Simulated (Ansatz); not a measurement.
Response to strain in Y

Consider Y in the hcp (Mg type) structure (space group P6_3/mmc, No. 194; a = 3.6809 Å, c = 5.7213 Å; relaxed with 0.1 eV smearing).

Strains are applied to the cell and any free atomic positions relax.

Computed with Kohn–Sham DFT with the r2SCAN functional, run in Ansatz (a program for electronic structure) with PAW and 500 eV plane waves, no spin-orbit coupling, earlier PAW set.

Notes on the quantities. pressure: mean of the normal stresses, compression positive.

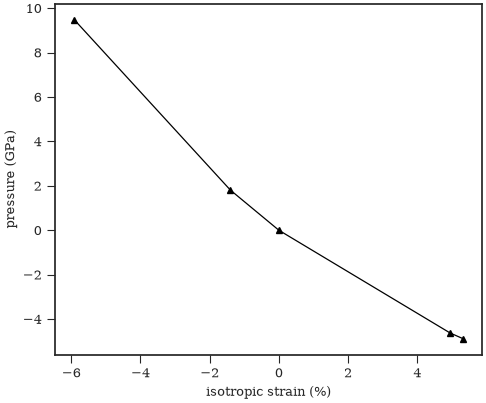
Figure: Pressure against isotropic strain

Task: From the plot, what is the pressure for isotropic strain +5.32 %?

Result: About -5 GPa.

Task: Is the trend monotonic over the range shown?

Result: Yes, it falls throughout, spanning -4.9 GPa to 9.5 GPa.

Stability against distortions was not tested. All final runs are without spin polarisation.
